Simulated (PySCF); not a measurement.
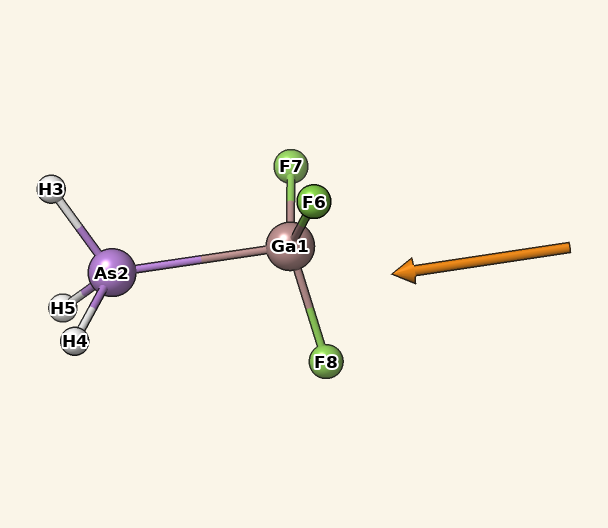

The arrow beside the molecule shows the direction of the dipole moment, from the negative to the positive end (its length means nothing). The computed structure is the end point of a PBE0-D3(BJ)/def2-SVP optimisation. No frequency run is at hand to confirm it as a minimum. Properties computed with PBE0/def2-SVPD, gas phase (PySCF 2.14.0).

How large is the dipole moment?

6.28 D; it points from the side of F6, F7, F8 to the side of H3, H4, H5 (the outermost atoms at the two ends).
